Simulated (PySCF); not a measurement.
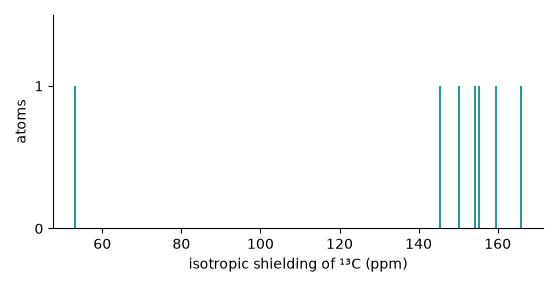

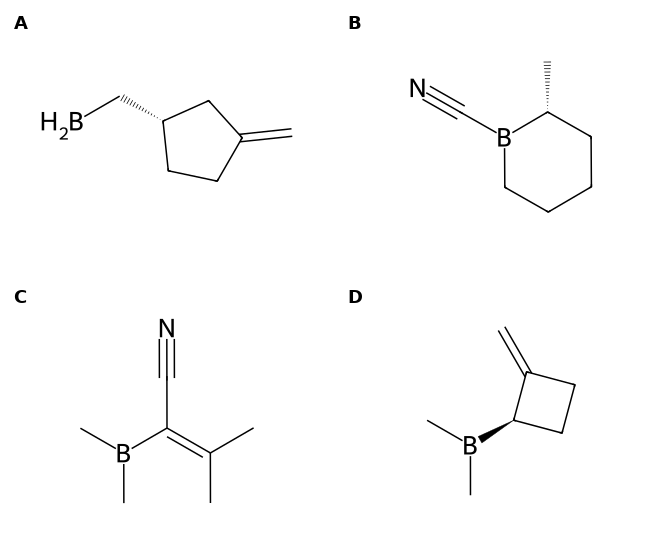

The sticks are computed shieldings of one of the molecules, for one fixed geometry (PBE0-D3(BJ)/def2-SVP) without averaging over rotations. Low shielding means a high chemical shift. Method: GIAO PBE0/pcSseg-1 NMR shielding, non-relativistic, gas phase (PySCF 2.14.0).

> Which molecule gives this pattern?

B, `C[C@@H]1CCCCB1C#N`. Its 7 C atoms give lines at 53.2, 145.3, 150.3, 154.4, 155.3, 159.5, 165.8 ppm.
